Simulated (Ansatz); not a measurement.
# One shape, several levels: SiNH4 (SMILES N[SiH2])

We compute a comparison of 6 runs (U-r2SCAN0/STO-3G, U-wB97M-V/STO-3G, UCAM-B3LYP/STO-3G, RPA@PBE/STO-3G, UMP2/STO-3G, UCCSD(T)/STO-3G) of SiNH4. 

The calculation is run with Ansatz 0.2.0.

45 further runs of the same task are left out: 45 set aside as unsound or not needed.

## Step 1: The molecule

The species is SiNH4 (6 atoms), meant as a doublet with charge 0. SMILES: `N[SiH2]`. The Si2–N1 distance was set to 3.449 Å, away from the relaxed value. At this shape a bond of the SMILES string is far longer than usual.

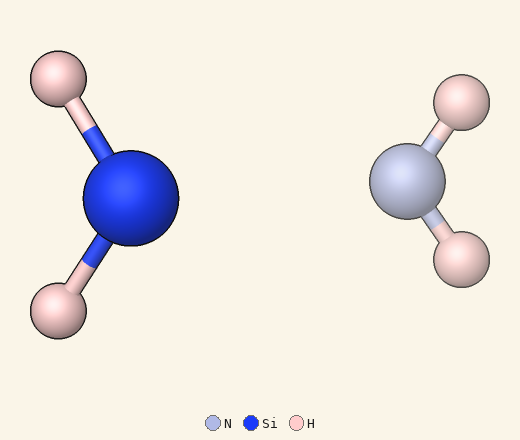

The structure, seen from a chosen angle (nitrogen light blue, silicon blue, hydrogen pink).

## Step 2: A single-point energy at U-r2SCAN0/STO-3G (run 1)

Contents of input.yaml:

```yaml
crystal:
  periodic: [false, false, false]
  atoms:
    - {symbol: "N", position_ang: [-0.431990, -2.542254, -0.119796]}
    - {symbol: Si, position_ang: [0.307400, 0.815300, 0.161600]}
    - {symbol: H, position_ang: [0.195310, -3.154654, -0.617096]}
    - {symbol: H, position_ang: [-0.873290, -3.025254, 0.646904]}
    - {symbol: H, position_ang: [0.657400, 1.307800, -1.204100]}
    - {symbol: H, position_ang: [-0.921600, 1.498900, 0.664300]}
basis:
  gaussian:
    orbitals: STO-3G
hamiltonian:
  xc: {name: r2SCAN0}
accuracy: high
magnetization:
  spin_polarized: true
  initial_magnetization: 1
```

The run is started by

```sh
$ ansatz run input.yaml --threads 1 --pin off --max-ram 2610MiB --events-out events.jsonl --progress --plain --runs-dir runs
```

Output:

```text
Warning: RAYON_NUM_THREADS=1 ignored (pool sized by the plan → 1); use --threads N
Functional definition: r2SCAN0
  name "r2SCAN0"
  parameter a = 0.25
  parameter k0 = 0.174
  parameter k1 = 0.065
  parameter a1 = 4.9479
  exchange = (1 - a)*r2scan_x(k0 = k0, k1 = k1, a1 = a1) + a*exact_x
  correlation = r2scan_c
286 factors; integrals over basis functions are off by at most 1.1e-8 eV
mean field evaluation 1: about -9303.2468 eV, gradient 2.2e1 eV
mean field evaluation 2: about -9189.9513 eV, gradient 6.1e1 eV
mean field evaluation 4: about -9299.1028 eV, gradient 2.7e1 eV
mean field evaluation 8: about -9305.1503 eV, gradient 1.5e1 eV
mean field evaluation 16: about -9313.9019 eV, gradient 1.8e-2 eV
mean field evaluation 32: about -9313.8928 eV, gradient 2.8e-6 eV
mean field -9313.90194202 eV, -342.2795831799 hartree, gradient 2.4e-8 eV, S^2 1.062132; 3 other end points of the search recorded, 0 dependent functions left out
reference -9313.90194285 eV, -342.2795832103 hartree; 13, 12 occupied and 5, 6 virtual orbitals, 286 factors
Total energy: -9313.90194285 eV, -342.2795832103 hartree
```

It took 8.7 s on 1 thread of Arm Neoverse V2, shared host; peak memory 0.22 GiB.

## Step 3: The energy at U-wB97M-V/STO-3G (run 2)

Changes to input.yaml since step 2:

```diff
@@ -3,3 +3,3 @@
   atoms:
-    - {symbol: "N", position_ang: [-0.431990, -2.542254, -0.119796]}
+    - {symbol: N, position_ang: [-0.431990, -2.542254, -0.119796]}
     - {symbol: Si, position_ang: [0.307400, 0.815300, 0.161600]}
@@ -12,5 +12,2 @@
     orbitals: STO-3G
-hamiltonian:
-  xc: {name: r2SCAN0}
-accuracy: high
 magnetization:
@@ -18 +15,4 @@
   initial_magnetization: 1
+hamiltonian:
+  xc: {name: wB97M-V}
+accuracy: high
```

The run is started by

```sh
$ ansatz run input.yaml --threads 1 --pin off --max-ram 2610MiB --events-out events.jsonl --progress --plain --runs-dir runs
```

Output (excerpt; [...] marks lines left out):

```text
Warning: RAYON_NUM_THREADS=1 ignored (pool sized by the plan → 1); use --threads N
Functional definition: wB97M-V
  name "wB97M-V"
[...]
  gx(w, u) = 1 - cx + cx01*u + cx10*w
  gss(w, u) = css00 + css04*u^4 + css10*w + css20*w^2 + css43*w^4*u^3
  gos(w, u) = cos00 + cos10*w + (cos20 + cos21*u)*w^2 + (cos60 + cos61*u)*w^6
[...]
      + integral(e_c_pw_mod_opposite_spin*gos(b97_w_opposite, b97_u_opposite)) + vv10(b, c)
286 factors; integrals over basis functions are off by at most 1.1e-8 eV
146 factors; integrals over basis functions are off by at most 8.0e-10 eV
[...]
mean field -9315.30853090 eV, -342.3312743678 hartree, gradient 2.9e-8 eV, S^2 0.752458; 2 other end points of the search recorded, 0 dependent functions left out
reference -9315.30853388 eV, -342.3312744773 hartree; 13, 12 occupied and 5, 6 virtual orbitals, 286 factors
Total energy: -9315.30853388 eV, -342.3312744773 hartree
```

Run time: 19 s. Hardware: 1 thread of Arm Neoverse V2, shared host; peak memory 0.5 GiB.

Runs 3 to 5 aren't shown in full; the table further down has their settings and results.

## Step 4: A single-point energy at UCCSD(T)/STO-3G (run 6)

Contents of run.yaml:

```yaml
crystal:
  periodic: [false, false, false]
  atoms:
    - symbol: "N"
      position_ang: [-0.431990, -2.542254, -0.119796]
    - symbol: Si
      position_ang: [0.307400, 0.815300, 0.161600]
    - symbol: H
      position_ang: [0.195310, -3.154654, -0.617096]
    - symbol: H
      position_ang: [-0.873290, -3.025254, 0.646904]
    - symbol: H
      position_ang: [0.657400, 1.307800, -1.204100]
    - symbol: H
      position_ang: [-0.921600, 1.498900, 0.664300]
basis:
  gaussian: {orbitals: STO-3G}
magnetization: {spin_polarized: true, initial_magnetization: 1}
correlation: {method: ccsd_t, frozen_orbitals: {H: 0, "N": 1, Si: 5}}
accuracy: high
scf: {omitted_lower_state_checks: [cluster_reference, increment]}
```

The run is started by

```sh
$ ansatz run run.yaml --threads 1 --pin off --max-ram 2610MiB --events-out events.jsonl --progress --plain --runs-dir runs
```

Output:

```text
Warning: RAYON_NUM_THREADS=1 ignored (pool sized by the plan → 1); use --threads N
[... 16 lines left out ...]
6 core orbitals not correlated: weight in the atoms' cores, before any rotation towards them, 1.000 or more for the frozen orbitals, at most 0.000 for the correlated occupied ones
[... 49 lines left out ...]
Total energy: -9294.87777799 eV, -341.5804580467 hartree
Checks for a lower state left out: cluster_reference, increment
```

Run time: 0.48 s. Hardware: 1 thread of Arm Neoverse V2, shared host.

## Step 5: The series

| run | level | frozen core orbitals | energy (Eh) | ⟨S²⟩ | wall time |
| --- | --- | --- | --- | --- | --- |
| 1 | U-r2SCAN0/STO-3G | – | -342.279583 | 1.062 | 8.7 s |
| 2 | U-wB97M-V/STO-3G | – | -342.331274 | 0.752 | 19 s |
| 3 | UCAM-B3LYP/STO-3G | – | -342.269024 | 0.877 | 4.2 s |
| 4 | RPA@PBE/STO-3G | 6 | -341.637860 | 0.859 | 3.6 s |
| 5 | UMP2/STO-3G | 6 | -341.544802 | 1.131 | 0.3 s |
| 6 | UCCSD(T)/STO-3G | 6 | -341.580458 | 1.131 | 0.48 s |

## Step 6: What came out

| quantity | value |
| --- | --- |
| run 6: total energy | -341.58046 Eh |
| run 6: correlation energy (6 core orbitals frozen) | -92.1 mEh |
| run 6: (T) correction | -0.24 mEh |
| run 6: ⟨S²⟩ of the reference determinant | 1.131 |
| run 6: T1 diagnostic | 0.078 |

Totals of different functionals can't be ranked against each other. In runs 1, 2, 3, 4, 5, 6 the basis is minimal, so the values are rough. Spin contamination of the reference: run 5 ⟨S²⟩ = 1.13, run 6 ⟨S²⟩ = 1.13, run 1 ⟨S²⟩ = 1.06, run 3 ⟨S²⟩ = 0.88, run 4 ⟨S²⟩ = 0.86. All runs together took 36 s, the longest 19 s.
